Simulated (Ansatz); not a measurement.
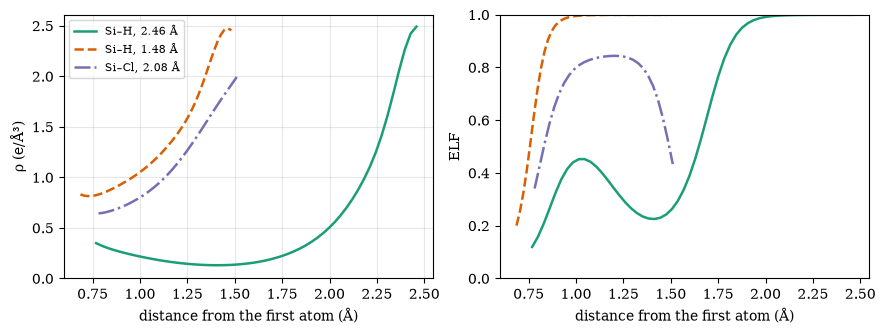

*Cl$_{2}$Si···SiH$_{4}$. Total electron density and ELF along straight lines between neighbouring atoms. The curves leave out the atomic cores.*

The product side of a reaction path; geometry: PBE0-D4/def2-TZVP; a saddle point, not a minimum.

All numbers below come from RKS PBE0-D4/def2-TZVPP in Ansatz.

```xyz
8

Si   -0.5418    1.8720   -0.2013
Si    0.4744   -1.2700   -0.3853
H     0.1570   -0.3011    0.7120
Cl   -2.3866    1.6446    0.7405
Cl    0.5777    2.7750    1.3055
H    -0.7063   -1.3727   -1.2753
H     1.6499   -0.7629   -1.1319
H     0.7758   -2.5848    0.2360
```

**Compare the contacts.**

Si1···H3 (2.46 Å): the density falls to about 0.13 e/Å³ on the way; the ELF climbs to about 1 towards the hydrogen, as it does in any bond to H.
Si–H (1.48 Å): ρ at the midpoint is about 0.82 e/Å³; the ELF climbs to about 1 towards the hydrogen.
Si–Cl (2.08 Å): the density is about 0.85 e/Å³ at the midpoint; the ELF peaks at about 0.85 between the atoms, as expected for a shared but strongly polarised pair.
